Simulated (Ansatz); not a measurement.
# AlFH5NO: what the fields show

```xyz
9

Al   -0.1092    0.5272    0.0325
N    -0.0566    0.3204    2.0614
H    -0.8362   -0.2709    2.3089
H     0.7958   -0.1504    2.3251
F     1.3633   -0.2043   -0.3066
O    -1.5039   -0.4485   -0.1776
H    -1.9095   -0.7582   -0.9669
H    -0.1658    2.0837   -0.2537
H    -0.1222    1.1775    2.5868
```

Method: RHF/def2-SVP (Ansatz 0.2.0).

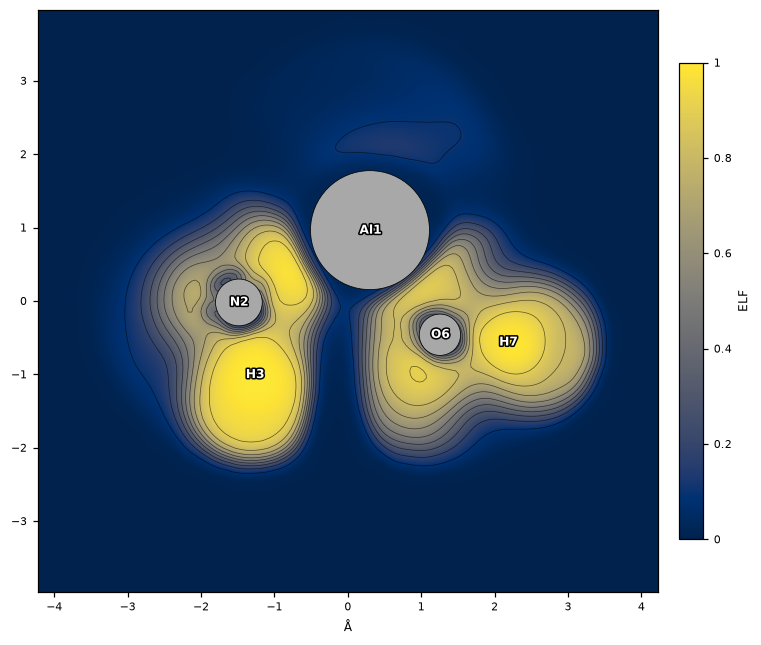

Figure 1. ELF on the plane of atoms N2, Al1 and O6. Grey discs cover the atomic cores.

Read the bonding off the picture.

Answer.
- The section cuts through Al, N, H and O sites.
- Al–O (1.72 Å): the ELF peaks at about 0.85 in the valence shell of O, 0.6 Å from its nucleus, and is about 0.40 at the midpoint.
- Al–N (2.04 Å): the ELF peaks at about 1 between the atoms: a polar covalent bond.
- O–H (0.94 Å): the ELF climbs to about 1 towards the hydrogen, as it does in any bond to H: a covalent bond by its length.
- N–H (1.01 Å): the ELF climbs to about 1 towards the hydrogen (a covalent bond by its length).
- The ELF also peaks beside O6, away from the bonds: lone-pair regions.

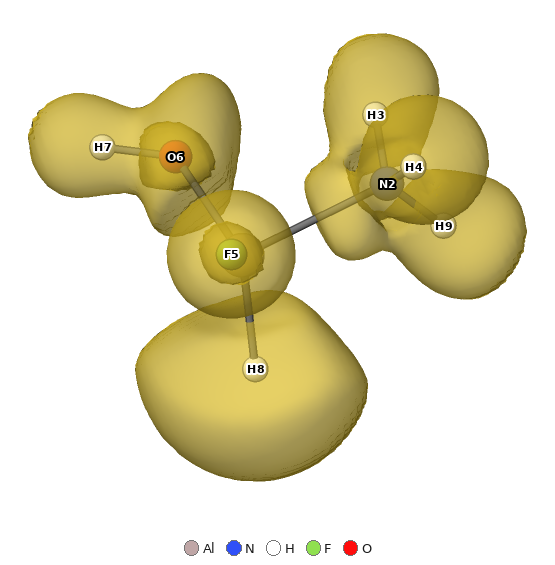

Figure 2. Isosurface of the ELF at 0.75 (yellow), seen at a tilt. Core shells and regions of very low density are left out.

Where are the electrons localised?

Answer. The surface consists of one region around a hydrogen nucleus, one region wrapped around F (its valence shell), one joined region spread over several atoms (H, N), in which their bonds and any lone pairs are merged and one joined region spread over several atoms (H, O), in which their bonds and any lone pairs are merged. Along the contacts the grid gives the following. Al–F (1.68 Å): the ELF peaks at about 0.85 in the valence shell of F, 0.6 Å from its nucleus, and is about 0.25 at the midpoint.

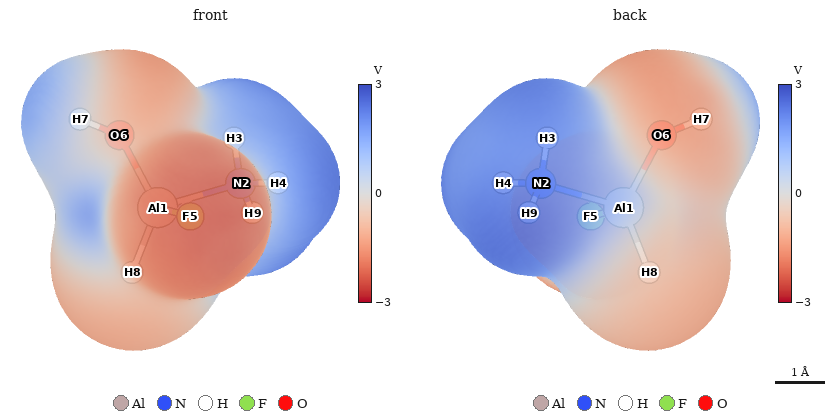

Figure 3. The electrostatic potential painted on the density surface at 0.001 e/bohr³, seen from the front and from behind; red is negative and blue positive.

Describe the electrostatic potential map.

Answer. The most negative region (about −2.1 V) lies over F5, the most positive (about +2.4 V) over H9.

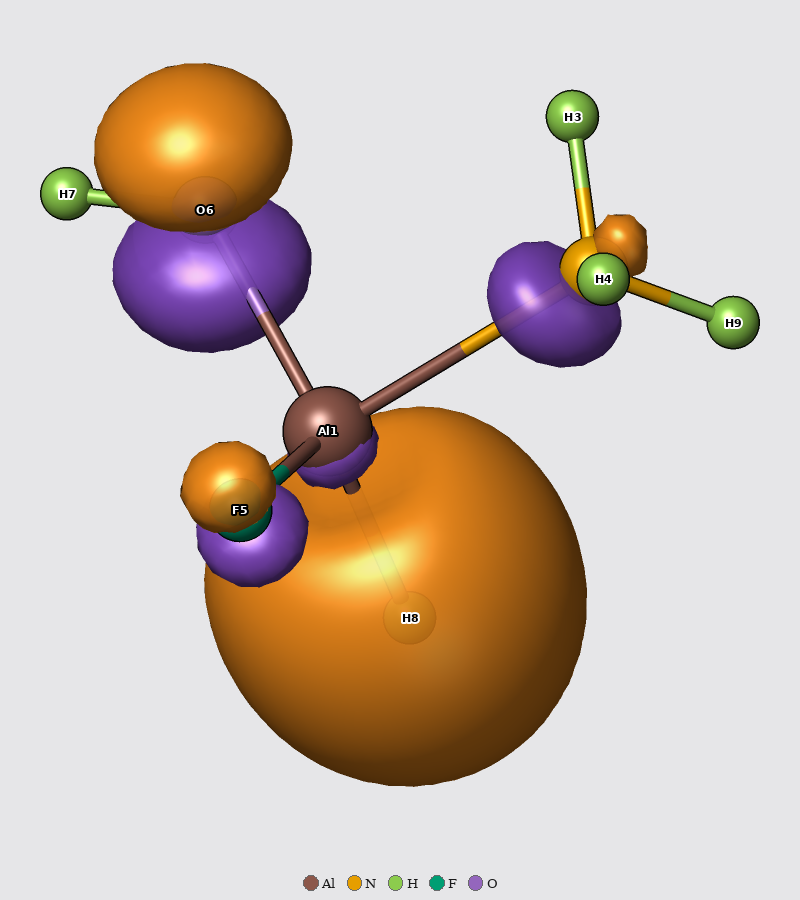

Figure 4. The HOMO at ±0.15 Å⁻³ᐟ² (orange and purple are the two phases), seen at a tilt.

Describe this orbital and give its energy.

Answer. Its weight (Hirshfeld) is mainly on H8 (about 50 %), Al1 (about 30 %) and O6 (about 15 %). Its energy is −11.27 eV.
